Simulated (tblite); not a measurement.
**Run report: C3H8Ge, saddle-point search**

C3H8Ge, computed with GFN2-xTB saddle search (eigenvector following) and harmonic vibrations, gas phase (tblite 0.8.0).

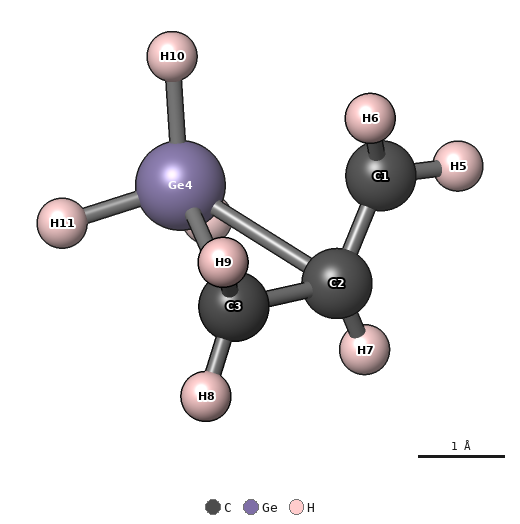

*The starting structure (ball-and-stick view, seen at a tilt; atoms are numbered from 1 in the order of the input). Sticks mark near contacts.*

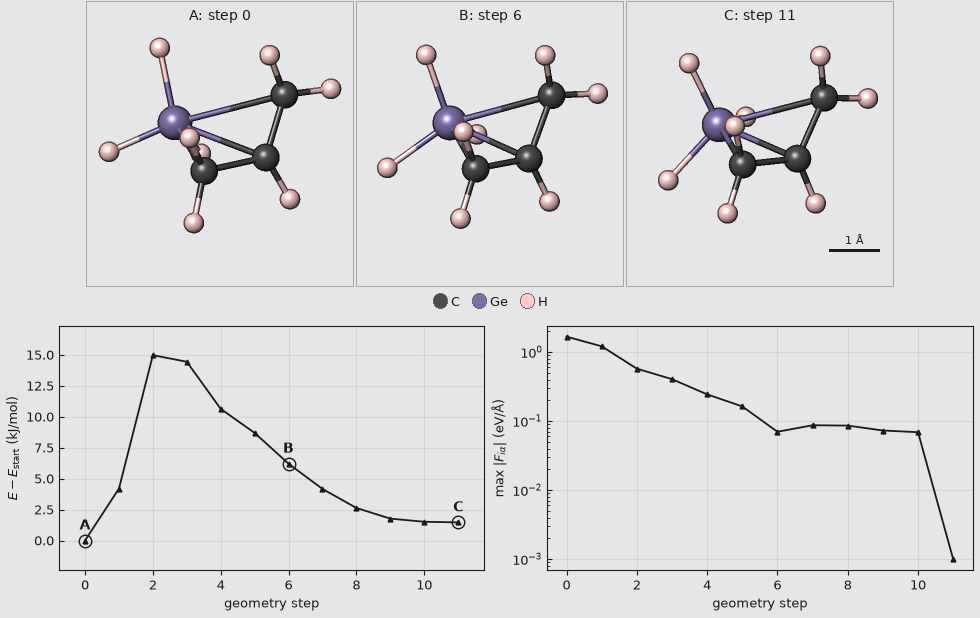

*Frames of the saddle-point search (ball-and-stick view, seen at a tilt) above the curves, on which the letters mark them (steps are counted from 0).*

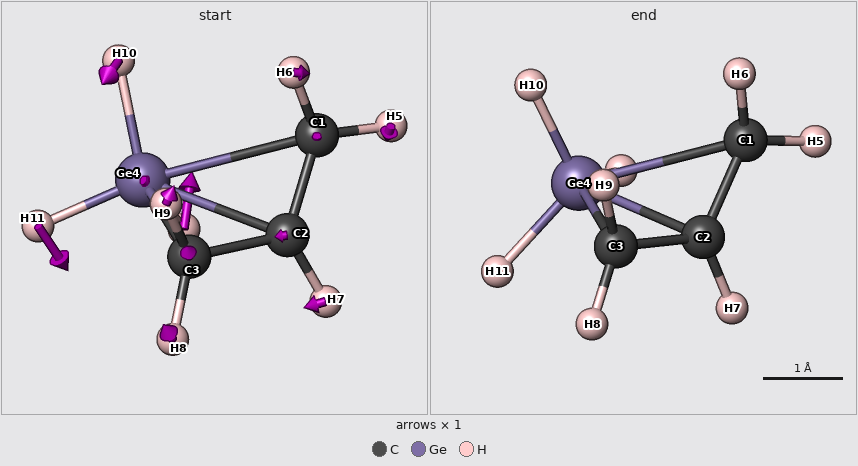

*Before (left) and after (right) the saddle-point search, at one scale (ball-and-stick view, seen at a tilt). The pink arrows give the displacements, at true length.*

The largest move after the best rigid fit is that of H11, 0.81 Å. Largest moves by element: H 0.81 Å, C 0.24 Å, Ge 0.13 Å. Distances before and after: C3–Ge4 2.211 → 2.368 Å, C2–Ge4 2.310 → 2.164 Å, C1–Ge4 2.449 → 2.367 Å, Ge4–H11 1.460 → 1.539 Å. Among the angles that change: C3–Ge4–H12 117.1° → 145.2°, C3–Ge4–H10 119.0° → 92.3°, C2–Ge4–H12 92.8° → 109.9°. After 11 geometry steps the energy has risen by 1.47 kJ/mol. Largest force component: 1.7 eV/Å at the start, 0.001 eV/Å at the end. (Atoms are counted from 1 in the order of the input.)

These pictures come from the run below.

Input file:
```
{"job": {"xc": "GFN2-xTB", "basis": "xTB", "kind": "saddle"}, "charge": 0, "multiplicity": 1}
C     -1.336028    -0.049305     0.622392
C     -0.717765    -0.633113    -0.444840
C      0.163032     0.112067    -1.320664
Ge     1.093678     0.253955     0.680269
H     -1.981400    -0.663846     1.212092
H     -1.618718     0.990799     0.529039
H     -0.657572    -1.713787    -0.499864
H      0.594209    -0.429421    -2.180111
H     -0.135759     1.121149    -1.602184
H      0.840928     1.517112     1.535885
H      2.376115     0.558781     0.052150
H      1.379278    -1.064391     1.415836
```

The first line tells a small driver script what to run in tblite; the rest is the geometry in Å.

Command:
```bash
OMP_NUM_THREADS=1 python <driver script> task.json out
```

Log:
```
step      E/eV     max force
  0    -334.87787   1.7179
  1    -334.83433   1.2316
  2    -334.72262   0.5832
  3    -334.72815   0.4087
  4    -334.76761   0.2539
  5    -334.78773   0.1789
  6    -334.81352   0.0759
  7    -334.83463   0.0884
  8    -334.85056   0.0949
  9    -334.85951   0.0952
 10    -334.86213   0.0766
 11    -334.86267   0.0014
lowest wavenumbers (cm-1): -424.0 222.4 274.0 351.4 424.3 527.6
```

Trajectory as extended XYZ (Å, eV, eV/Å), 9 of the 12 frames kept, from step=0 to step=11:
```
12
Properties=species:S:1:pos:R:3:forces:R:3 step=0 energy=-334.87787
C    -1.3360   -0.0493    0.6224   -1.0650  -0.1730  -0.3590
C    -0.7178   -0.6331   -0.4448   -0.1780   0.1010   0.0090
C     0.1630    0.1121   -1.3207    0.4710   0.0460   0.4240
Ge    1.0937    0.2540    0.6803    0.1800  -0.0810  -0.6720
H    -1.9814   -0.6638    1.2121   -0.2740  -0.0520   0.3000
H    -1.6187    0.9908    0.5290    0.0630   0.0020   0.1940
H    -0.6576   -1.7138   -0.4999   -0.0030  -0.0080   0.0270
H     0.5942   -0.4294   -2.1801   -0.1360   0.2710   0.6830
H    -0.1358    1.1211   -1.6022   -0.1360  -0.2340   0.0720
H     0.8409    1.5171    1.5359   -0.2980  -0.6250  -0.3560
H     2.3761    0.5588    0.0521    1.6740   0.3330  -0.1950
H     1.3793   -1.0644    1.4158   -0.2990   0.4200  -0.1270
12
Properties=species:S:1:pos:R:3:forces:R:3 step=1 energy=-334.83433
C    -1.3211   -0.0245    0.6366   -0.8330  -0.1220  -0.3310
C    -0.6709   -0.6027   -0.4329   -0.1960   0.0130  -0.0330
C     0.1473    0.1276   -1.3610    0.2830   0.0470   0.4150
Ge    1.0771    0.2201    0.6857    0.2540   0.0120  -0.4910
H    -1.9470   -0.6616    1.2279   -0.1970  -0.0340   0.2170
H    -1.6665    0.9962    0.5180    0.0810  -0.0670   0.1530
H    -0.5720   -1.6835   -0.4580   -0.0490   0.0160   0.0070
H     0.5652   -0.4198   -2.2120   -0.0600   0.1930   0.5020
H    -0.1449    1.1411   -1.6188   -0.1160  -0.1640   0.0490
H     0.7922    1.4752    1.5119   -0.1510  -0.4110  -0.2810
H     2.3870    0.5081    0.0491    1.2120   0.1970  -0.0950
H     1.3535   -1.0761    1.4535   -0.2260   0.3210  -0.1100
12
Properties=species:S:1:pos:R:3:forces:R:3 step=3 energy=-334.72815
C    -1.2586   -0.0118    0.6605   -0.0770   0.0720  -0.0600
C    -0.5927   -0.5667   -0.4609    0.0540   0.0100  -0.4050
C     0.0786    0.1602   -1.4567   -0.2900  -0.1410   0.1670
Ge    1.0319    0.1903    0.7627    0.0830  -0.0590   0.1350
H    -1.8656   -0.6810    1.2459   -0.0430  -0.0430   0.0300
H    -1.6935    0.9711    0.5170    0.0360  -0.0540   0.0630
H    -0.4616   -1.6442   -0.4700   -0.0350  -0.0280  -0.0440
H     0.5289   -0.3804   -2.2767    0.0610   0.0870   0.1330
H    -0.2170    1.1749   -1.6728   -0.0360  -0.0130   0.0330
H     0.7870    1.4845    1.4914    0.1160   0.0070  -0.1060
H     2.3872    0.3521    0.0409    0.1740  -0.0030   0.0450
H     1.2753   -1.0489    1.6187   -0.0420   0.1650   0.0070
12
Properties=species:S:1:pos:R:3:forces:R:3 step=4 energy=-334.76761
C    -1.2527   -0.0384    0.6506    0.0760   0.0320   0.1090
C    -0.6133   -0.5826   -0.4962    0.0580  -0.0550   0.1230
C     0.0488    0.1746   -1.4545    0.0480   0.0510  -0.2440
Ge    1.0370    0.1985    0.7698   -0.1100  -0.1500   0.0750
H    -1.8537   -0.7091    1.2446   -0.0100  -0.0190  -0.0210
H    -1.6822    0.9474    0.5339   -0.0470   0.0070  -0.0050
H    -0.4770   -1.6600   -0.5200   -0.0060   0.0080  -0.0300
H     0.5477   -0.3339   -2.2665    0.0000   0.0810   0.0480
H    -0.2686    1.1849   -1.6597    0.0050   0.0010   0.0470
H     0.8449    1.5357    1.4313    0.0090  -0.0060  -0.1240
H     2.4286    0.2772    0.0717   -0.0230  -0.0240  -0.0150
H     1.2405   -0.9945    1.6950    0.0010   0.0740   0.0380
12
Properties=species:S:1:pos:R:3:forces:R:3 step=6 energy=-334.81352
C    -1.2573   -0.0632    0.6608   -0.0030  -0.0230  -0.0100
C    -0.5935   -0.5734   -0.4875    0.0000   0.0200  -0.0050
C     0.0470    0.2195   -1.4416    0.0040   0.0170   0.0150
Ge    1.0410    0.1649    0.7606    0.0140  -0.0050   0.0340
H    -1.8488   -0.7582    1.2366    0.0200  -0.0120  -0.0030
H    -1.7043    0.9169    0.5610   -0.0080  -0.0180   0.0070
H    -0.4524   -1.6488   -0.5448    0.0160   0.0100  -0.0090
H     0.5620   -0.2573   -2.2596   -0.0050   0.0320  -0.0010
H    -0.2913    1.2273   -1.6158   -0.0180   0.0050   0.0080
H     0.8451    1.5663    1.2445    0.0170  -0.0240  -0.0700
H     2.4370    0.1331    0.0717   -0.0180  -0.0670   0.0120
H     1.2155   -0.9272    1.8142   -0.0180   0.0650   0.0230
12
Properties=species:S:1:pos:R:3:forces:R:3 step=7 energy=-334.83463
C    -1.2600   -0.0782    0.6586    0.0080  -0.0150  -0.0040
C    -0.5832   -0.5663   -0.4900    0.0160   0.0170  -0.0360
C     0.0464    0.2486   -1.4360   -0.0160   0.0010   0.0080
Ge    1.0456    0.1540    0.7596    0.0100   0.0010   0.0690
H    -1.8305   -0.7883    1.2375    0.0250  -0.0030  -0.0090
H    -1.7212    0.8961    0.5715   -0.0050  -0.0240   0.0080
H    -0.4279   -1.6395   -0.5602    0.0120   0.0180  -0.0090
H     0.5602   -0.2135   -2.2634   -0.0120   0.0300   0.0030
H    -0.3185    1.2486   -1.6043   -0.0060  -0.0080   0.0150
H     0.8613    1.5807    1.1612    0.0290  -0.0460  -0.0550
H     2.4382    0.0332    0.0772   -0.0520  -0.0590   0.0230
H     1.1895   -0.8754    1.8883   -0.0100   0.0870  -0.0120
12
Properties=species:S:1:pos:R:3:forces:R:3 step=8 energy=-334.85056
C    -1.2663   -0.0945    0.6537    0.0030  -0.0190  -0.0020
C    -0.5752   -0.5603   -0.4920    0.0150   0.0080  -0.0380
C     0.0509    0.2770   -1.4256   -0.0200  -0.0060  -0.0020
Ge    1.0518    0.1466    0.7538    0.0190  -0.0250   0.0700
H    -1.8122   -0.8190    1.2385    0.0250   0.0060  -0.0140
H    -1.7407    0.8737    0.5813   -0.0010  -0.0220   0.0070
H    -0.4067   -1.6306   -0.5760    0.0060   0.0170  -0.0070
H     0.5573   -0.1708   -2.2657   -0.0140   0.0220   0.0060
H    -0.3409    1.2682   -1.5879    0.0060  -0.0120   0.0170
H     0.8821    1.5881    1.0825    0.0260  -0.0160  -0.0230
H     2.4350   -0.0665    0.0839   -0.0610  -0.0410   0.0250
H     1.1649   -0.8118    1.9534   -0.0040   0.0860  -0.0400
12
Properties=species:S:1:pos:R:3:forces:R:3 step=10 energy=-334.86213
C    -1.2838   -0.1256    0.6397   -0.0140  -0.0290  -0.0100
C    -0.5683   -0.5563   -0.4960   -0.0070   0.0020   0.0060
C     0.0651    0.3155   -1.4033    0.0030  -0.0080  -0.0030
Ge    1.0645    0.1451    0.7375    0.0330  -0.0690   0.0040
H    -1.7853   -0.8703    1.2379    0.0110   0.0150  -0.0120
H    -1.7762    0.8334    0.5946    0.0090  -0.0040   0.0050
H    -0.3824   -1.6213   -0.6037   -0.0010   0.0060   0.0010
H     0.5458   -0.1095   -2.2702   -0.0100   0.0050   0.0110
H    -0.3591    1.2969   -1.5472    0.0070  -0.0050   0.0050
H     0.9322    1.6001    0.9807    0.0010   0.0550   0.0200
H     2.4186   -0.2207    0.0955   -0.0310  -0.0020   0.0210
H     1.1289   -0.6875    2.0345    0.0000   0.0340  -0.0470
12
Properties=species:S:1:pos:R:3:forces:R:3 step=11 energy=-334.86267
C    -1.2844   -0.1309    0.6374    0.0000   0.0000   0.0000
C    -0.5678   -0.5570   -0.4984    0.0000   0.0000   0.0000
C     0.0657    0.3177   -1.4030    0.0000   0.0000   0.0000
Ge    1.0644    0.1462    0.7370    0.0010   0.0000  -0.0010
H    -1.7820   -0.8767    1.2362    0.0000   0.0000   0.0000
H    -1.7754    0.8288    0.5977    0.0000   0.0000   0.0000
H    -0.3807   -1.6213   -0.6085    0.0000   0.0000   0.0000
H     0.5416   -0.1049   -2.2731    0.0000   0.0000   0.0000
H    -0.3588    1.2995   -1.5426    0.0000   0.0000   0.0000
H     0.9411    1.6057    0.9780    0.0000   0.0000   0.0000
H     2.4110   -0.2378    0.0990   -0.0010   0.0000   0.0010
H     1.1254   -0.6692    2.0402    0.0000   0.0010   0.0000
```

Summary:

- outcome: converged
- total energy: −334.8627 eV
- point group: Cs
- hardware: 1 CPU thread, shared host
- wall time: 1.2 s
- peak memory: 0.2 GiB
